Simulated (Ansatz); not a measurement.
Fields on a plane of IrO2 (rutile)

```xyz
6
Lattice="4.5293 0.0000 0.0000 0.0000 4.5293 0.0000 0.0000 0.0000 3.1799" Properties=species:S:1:pos:R:3 pbc="T T T"
Ir     0.0000     0.0000     0.0000
Ir     2.2647     2.2647     1.5900
O      1.3970     1.3970     0.0000
O      3.6617     0.8676     1.5900
O      0.8676     3.6617     1.5900
O      3.1323     3.1323     0.0000
```

The slice is a (010) plane (indices of the conventional cell) through the point (0.192, 0.808, 0.500) (fractional), spanned by u = [001] and v = [100] in vectors of this cell: u (3.18 Å) and v (4.53 Å, at 90° to u). It covers one period; positions are fractions (u, v).

Atoms on it: O at (0.00, 0.00). Other atoms lie within 1 Å of the plane.

Method: PBE (plane waves to 420 eV, PAW, scalar-relativistic; Ansatz, an electronic-structure program). k mesh 10×10×15. These are valence fields of a PAW run, semicore shells included where kept as valence: close to a nucleus they are smooth pseudo fields. IrO2 is run without spin polarisation and with no Hubbard U. IrO2 was relaxed with its symmetry unable to fall. Spin-orbit coupling is left out, though Ir is heavy. The PAW data are Ansatz's earlier set.

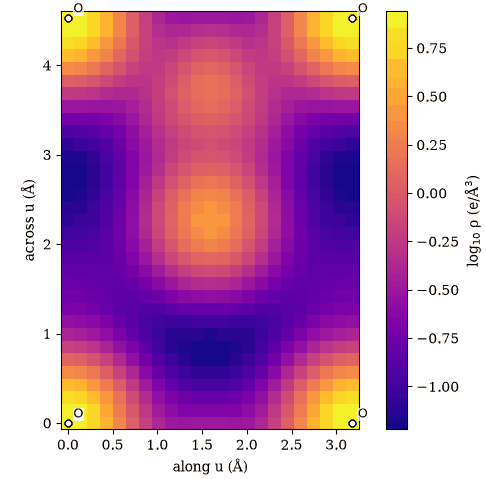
Figure: Log₁₀ of the valence density in e/Å³, one period of the plane, atoms marked. The scale is logarithmic, as a density can span decades between atoms and voids.

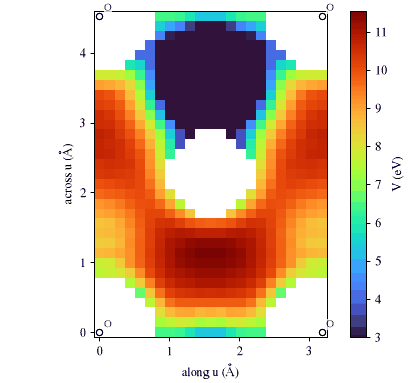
Figure. Electrostatic potential energy of an electron, from the cell's mean, in eV, one period of the plane, atoms marked. Points within 0.8 Å of a nucleus are left white, as the pseudised field means little there. Values under 3 eV are set to 3. The zero, the cell's mean, hangs on the PAW cores.
